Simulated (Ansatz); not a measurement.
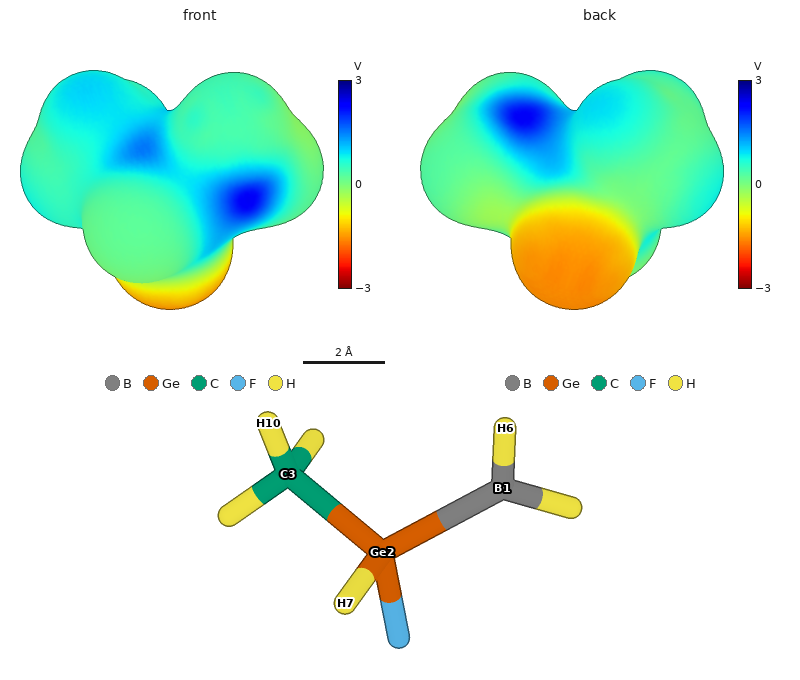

Figure. CH6BFGe (SMILES [BH2][GeH]([CH3])[F]). The molecular electrostatic potential painted on the density surface at 0.002 e/bohr³, seen from the front and from behind; the colour scale runs from red (negative) to blue (positive). The bare structure is drawn below in the same view.

The calculation used RKS r2SCAN/def2-SVP (Ansatz).

```xyz
10

B    -0.8676    1.5908   -0.5932
Ge    0.0351   -0.2465   -0.6572
C     0.6881   -0.8818    1.0681
F    -1.1305   -1.4591   -1.1765
H    -2.0368    1.7349   -0.8482
H    -0.2186    2.5603   -0.2796
H     1.1640   -0.3188   -1.7098
H     1.0596   -1.9112    0.9573
H    -0.1193   -0.8767    1.8146
H     1.5091   -0.2429    1.4275
```

### Which sites attract a positive test charge, and which a negative one?

A positive charge is drawn to the negative regions and a negative charge to the positive ones. The most negative region (about −1.6 V) lies over F4, the most positive (about +2.2 V) over B1.
